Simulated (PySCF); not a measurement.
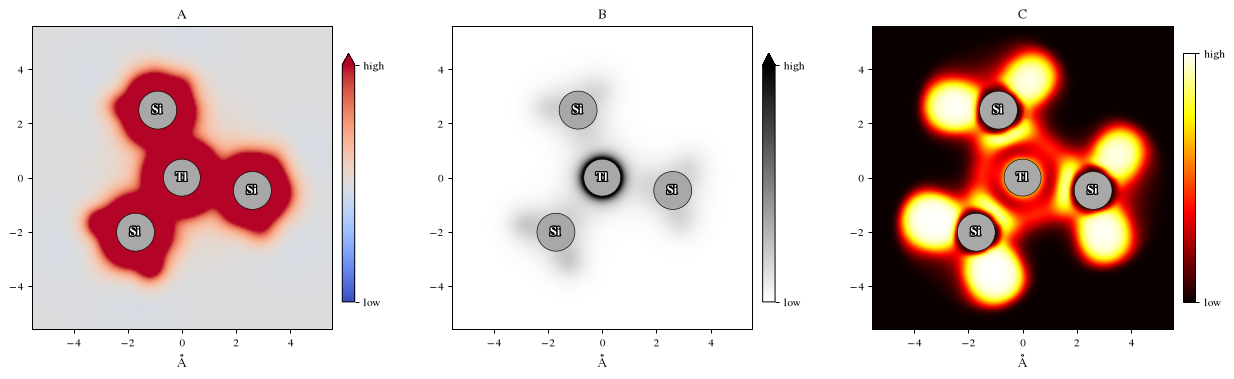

H₉Si₃Tl: 3 fields on the plane of atoms Si2, Tl1 and Si6, with unlabelled colour scales. Grey discs cover the atomic cores.

Core potentials replace the inner electrons of Tl.

Theory: RKS PBE, Tl def2-SVP with ECP60, Si def2-SVP, H def2-SVP; non-relativistic Hamiltonian with scalar-relativistic core potentials where named; density fitting (PySCF 2.14.0).

The panels show electron density, electron localisation function and electrostatic potential in some order. Assign them.

Answer. Panel A: electrostatic potential (strongly positive close to the atoms and fading to about zero outside). Panel B: electron density. Panel C: electron localisation function. From the grid: Tl–Si (2.65 Å): the density is about 0.43 e/Å³ at the midpoint; the ELF peaks at about 0.90 between the atoms (localised, covalent bonding).
